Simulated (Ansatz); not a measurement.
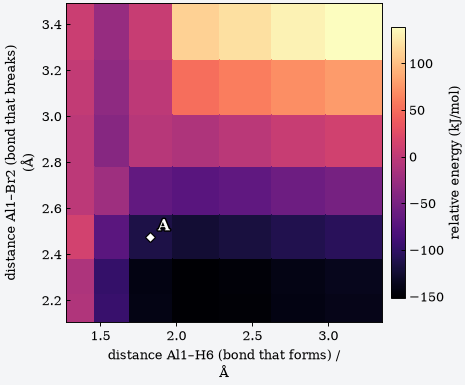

The reacting system AlBrF₂H₂ (fragments AlBrF₂ + H₂ where the first distance is long, AlF₂H + BrH where the second is long). The first coordinate is: distance Al1–H6 (bond that forms); the second: distance Al1–Br2 (bond that breaks). Relaxed at each point: all other coordinates. Grid: 7 × 7 points. Points are written as (first, second). All energies are given in kJ/mol relative to a guessed transition structure relaxed with its forming and breaking bonds held. Energies and slopes of some neighbouring points disagree (a jump in structure or state, or too coarse a mesh). The reference is spin-restricted, so regions where a bond is pulled apart into radicals lie too high. Theory: RKS r2SCAN-D4/def2-SVP in Ansatz 0.2.0.

The picture shows one coloured cell a grid point, the point A.

Question: Is A at rest? If not, where is it pushed?

Answer: A, at (1.824 Å, 2.473 Å), is not a stationary point. The computed force is 78 kJ/mol for each Å towards larger values of the first coordinate and 210 kJ/mol for each Å towards smaller values of the second coordinate.
